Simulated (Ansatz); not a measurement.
**SnH2Cl2 (SMILES [Cl][SnH2][Cl]): PBE-QIDH/def2-SVPD (core potential)**

What is the vertical electron affinity of SnH2Cl2 at PBE-QIDH/def2-SVPD (core potential)? 

Program for the calculation: Ansatz 0.2.0.

54 further runs of the same task are left out: 54 set aside as unsound or not needed.

### 1 Starting point

The species is SnH2Cl2 (5 atoms), meant as a singlet with charge 0. As SMILES, `[Cl][SnH2][Cl]`. The shape is that of a PBE0-D4/def2-TZVP optimisation.

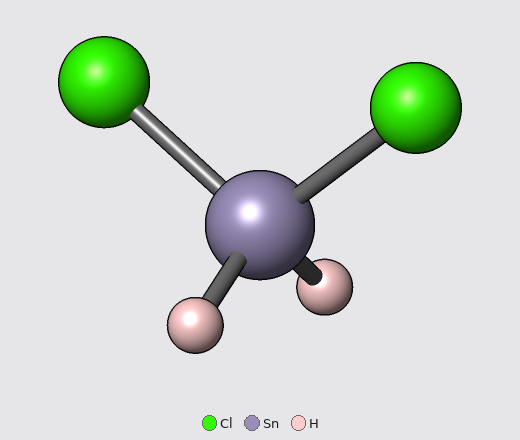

The structure, seen from a chosen angle (chlorine green, tin purple, hydrogen pink).

### 2 The energy at PBE-QIDH/def2-SVPD (core potential)

File input.yaml:

```yaml
basis:
  gaussian:
    orbitals: def2-SVPD
crystal:
  periodic: [false, false, false]
  atoms:
    - symbol: Cl
      position_ang: [-1.795300, -0.326200, 1.206500]
    - symbol: Sn
      position_ang: [0.192400, -0.102900, 0.038600]
    - symbol: Cl
      position_ang: [-0.250400, 1.295500, -1.753900]
    - symbol: H
      position_ang: [0.602200, -1.626300, -0.582100]
    - symbol: H
      position_ang: [1.301000, 0.686300, 1.049400]
hamiltonian:
  xc: {name: PBE-QIDH}
correlation:
  frozen_orbitals: {Cl: 5, H: 0, Sn: 4}
accuracy: high
output: {orbitals: {seedname: orbitals}}
```

Run with:

```
$ ansatz run input.yaml --threads 1 --pin off --max-ram 3480MiB --events-out events.jsonl --progress --plain --runs-dir runs
```

Log:

```text
Warning: RAYON_NUM_THREADS=1 ignored (pool sized by the plan → 1); use --threads N
Functional definition: PBE-QIDH
  name "PBE-QIDH"
  parameter a = 3^(-1/3)
  parameter c = 1/3
  exchange = (1 - a)*pbe_x + a*exact_x
  correlation = (1 - c)*pbe_c + c*(mp2_os + mp2_ss)
2112 factors; integrals over basis functions are off by at most 3.7e-9 eV
mean field evaluation 1: about -30877.5955 eV, gradient 1.8e1 eV
mean field evaluation 2: about -30877.6628 eV, gradient 1.8e1 eV
mean field evaluation 4: about -30878.7216 eV, gradient 8.2e-1 eV
mean field evaluation 8: about -30878.7276 eV, gradient 1.0e-2 eV
mean field evaluation 16: about -30878.7276 eV, gradient 4.8e-6 eV
mean field -30878.72764016 eV, -1134.7723104226 hartree, gradient 6.1e-8 eV, S^2 0.000000; 0 other end points of the search recorded, 0 dependent functions left out
14 core orbitals not correlated: weight in the atoms' cores, before any rotation towards them, 1.000 or more for the frozen orbitals, at most 0.000 for the correlated occupied ones
reference -30878.72764137 eV, -1134.7723104671 hartree; 15, 15 occupied and 73, 73 virtual orbitals, 2112 factors
second order -12.62934316 eV of doubles, -0.00000000 eV of singles
Total energy: -30882.93742243 eV, -1134.9270170674 hartree
```

It took 13 s on 1 thread of Arm Neoverse V2, shared host; peak memory 0.37 GiB.

### 3 The doublet anion

File run.yaml:

```yaml
crystal:
  periodic: [false, false, false]
  atoms:
    - {symbol: Cl, position_ang: [-1.795300, -0.326200, 1.206500]}
    - {symbol: Sn, position_ang: [0.192400, -0.102900, 0.038600]}
    - {symbol: Cl, position_ang: [-0.250400, 1.295500, -1.753900]}
    - {symbol: H, position_ang: [0.602200, -1.626300, -0.582100]}
    - {symbol: H, position_ang: [1.301000, 0.686300, 1.049400]}
basis:
  gaussian: {orbitals: def2-SVPD}
total_charge: -1
magnetization: {spin_polarized: true, initial_magnetization: 1}
hamiltonian: {xc: {name: PBE-QIDH}}
correlation: {frozen_orbitals: {Cl: 5, H: 0, Sn: 4}}
accuracy: high
output: {orbitals: {seedname: orbitals}}
```

Run with:

```
$ ansatz run run.yaml --threads 1 --pin off --max-ram 3480MiB --events-out events.jsonl --progress --plain --runs-dir runs
```

Log, cut to the lines that bear on the results:

```text
Warning: RAYON_NUM_THREADS=1 ignored (pool sized by the plan → 1); use --threads N
[... 2 set-up lines as earlier in the session ...]
[...]
2113 factors; integrals over basis functions are off by at most 3.7e-9 eV
[...]
mean field -30878.12543989 eV, -1134.7501799707 hartree, gradient 9.8e-8 eV, S^2 0.754633; 6 other end points of the search recorded, 0 dependent functions left out
14 core orbitals not correlated: weight in the atoms' cores, before any rotation towards them, 1.000 or more for the frozen orbitals, at most 0.000 for the correlated occupied ones
reference -30878.12544095 eV, -1134.7501800098 hartree; 16, 15 occupied and 72, 73 virtual orbitals, 2113 factors
second order -13.34612881 eV of doubles, -0.00000000 eV of singles
Total energy: -30882.57415056 eV, -1134.9136670723 hartree
```

Run time: 40 s. Hardware: 1 thread of Arm Neoverse V2, shared host; peak memory 0.55 GiB.

### 4 Summary of results

Level: PBE-QIDH/def2-SVPD (core potential), 14 core orbitals frozen.

| quantity | value |
| --- | --- |
| singlet SnH2Cl2: total energy | -1134.92702 Eh |
| singlet SnH2Cl2: HOMO energy (SCF part's orbitals) | -11.12 eV |
| singlet SnH2Cl2: LUMO energy (SCF part's orbitals) | 0.24 eV |
| singlet SnH2Cl2: HOMO–LUMO gap (SCF part's orbitals) | 11.36 eV |
| doublet anion: total energy | -1134.91367 Eh |
| doublet anion: HOMO energy (SCF part's orbitals) (highest over α and β) | 0.97 eV |
| doublet anion: LUMO energy (SCF part's orbitals) (lowest over α and β) | 4.37 eV |
| doublet anion: ⟨S²⟩ | 0.755 |
| vertical electron affinity (to the doublet anion) | -0.363 eV |

The anion lies 0.36 eV (8.4 kcal/mol) above the neutral: the electron isn't bound at this level, and such a value depends on the basis. The HOMO (doublet anion) lies at positive energy, 0.97 eV; only total energies tell whether the electron is bound.
